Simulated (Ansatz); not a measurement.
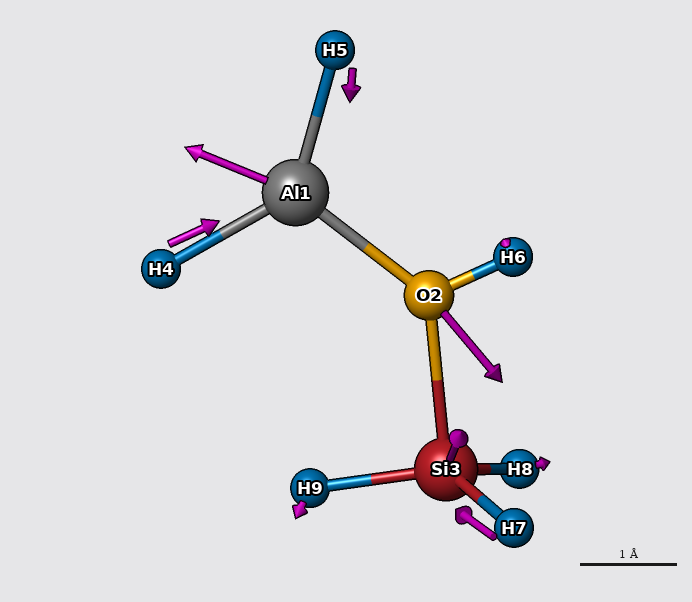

Arrows show the forces on the atoms, 0.5 Å of arrow for 1 eV/Å; forces under a tenth of the largest aren't drawn. The species has charge +1 and is a spin singlet. Level of theory: r2SCAN-D4/def2-TZVPP (Ansatz 0.2.0).

Which bond do the forces act along most?

Al1–O2, now 1.770 Å: the forces push its atoms apart, so a first step downhill lengthens it.

List the force components in the frame of the picture (x right, y up, z towards the viewer), in eV/Å.

| atom | Fx | Fy | Fz |
| --- | --- | --- | --- |
| Al1 | −1.75 | 0.72 | 0.10 |
| O2 | 1.25 | −1.48 | −0.47 |
| Si3 | 0.23 | 0.56 | 1.45 |
| H4 | 1.08 | 0.50 | 0.24 |
| H5 | −0.06 | −0.73 | −0.24 |
| H6 | −0.07 | 0.14 | 0.14 |
| H7 | −0.81 | 0.59 | −1.29 |
| H8 | 0.31 | 0.07 | −0.11 |
| H9 | −0.17 | −0.35 | 0.19 |
